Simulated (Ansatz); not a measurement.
Fields on a plane of CsPbCl3 (cubic perovskite)

```xyz
5
Lattice="5.6735 0.0000 0.0000 0.0000 5.6735 0.0000 0.0000 0.0000 5.6735" Properties=species:S:1:pos:R:3 pbc="T T T"
Cs     0.0000     0.0000     0.0000
Pb     2.8368     2.8368     2.8368
Cl     0.0000     2.8368     2.8368
Cl     2.8368     2.8368     0.0000
Cl     2.8368     0.0000     2.8368
```

The slice is a {110} plane (indices of the conventional cell) through the point (0.000, 0.000, 0.000) (fractional), spanned by u = [100] and v = [011] in vectors of this cell: u (5.67 Å) and v (8.02 Å, at 90° to u). It covers one period; positions are fractions (u, v).

Atoms on it: Cs at (0.00, 0.00); Pb at (0.50, 0.50); Cl at (0.00, 0.50).

Level of theory: r2SCAN (plane waves to 500 eV, PAW, scalar-relativistic; Ansatz, an electronic-structure program). k mesh 6×6×6. Near the nuclei the fields are pseudised (PAW); where an atom keeps semicore shells as valence, they peak there. CsPbCl3 was relaxed with its symmetry unable to fall. Spin-orbit coupling is left out, though Pb is heavy. The PAW data are Ansatz's earlier set. This is a high-temperature form of CsPbCl3.

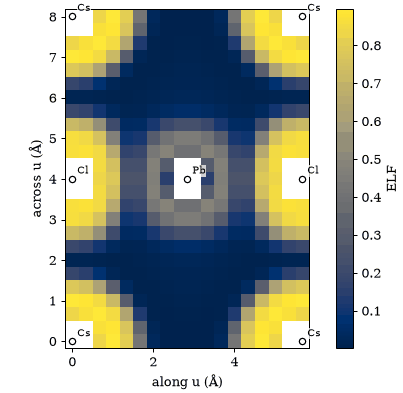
Figure. Electron localisation function (ELF), one period of the plane, atoms marked. Points within 0.5 Å of a nucleus are left white, as the pseudised field means little there.

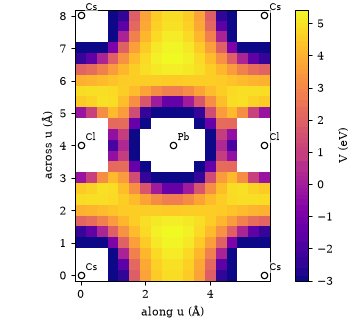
*Electrostatic potential energy of an electron, from the cell's mean, in eV, one period of the plane, atoms marked. Points within 1 Å of a nucleus are left white, as the pseudised field means little there. Values under -3 eV are set to -3. The zero, the cell's mean, hangs on the PAW cores.*
